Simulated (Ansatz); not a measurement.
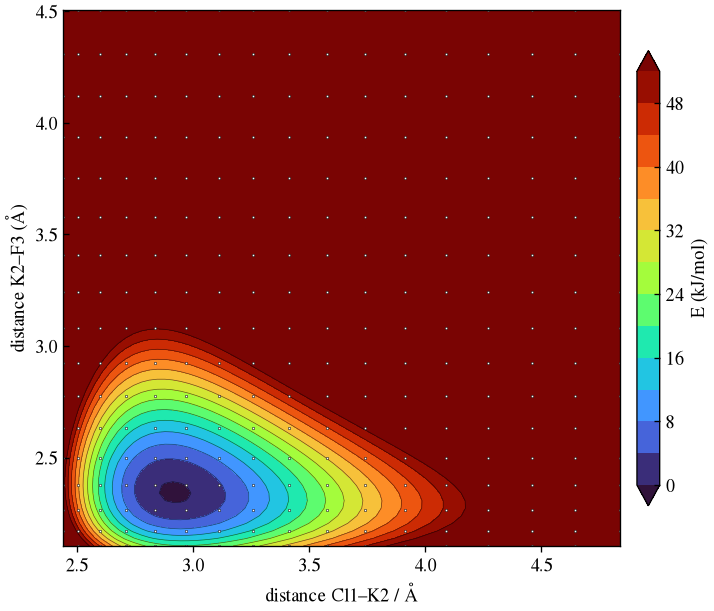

The system Cl⁻ + KF. Coordinates scanned: (1) distance Cl1–K2; (2) distance K2–F3. Nothing is relaxed (the angle Cl1–K2–F3 is fixed at 180 degrees). The grid has 17 × 17 points. Points are written as (first, second). All energies are given in kJ/mol relative to the lowest grid point. Level of theory: Ansatz, RKS PBE0-D4/def2-SVPD.

Drawn: filled contours, dots at the grid points, one colour for all values above the top of the scale. Between grid points the surface is interpolated.

Where is the minimum, and how stiff is the well along each coordinate?

The interpolated minimum is at distance Cl1–K2 ≈ 2.919 Å, distance K2–F3 ≈ 2.343 Å. The curvatures there are about 2.6 eV/Å² and 5.2 eV/Å², with a cross term of about 0.38 eV/Å². Round the minimum the two coordinates are weakly coupled (coupling 0.10 in units of the two stiffnesses). (1 eV is 96.5 kJ/mol.)
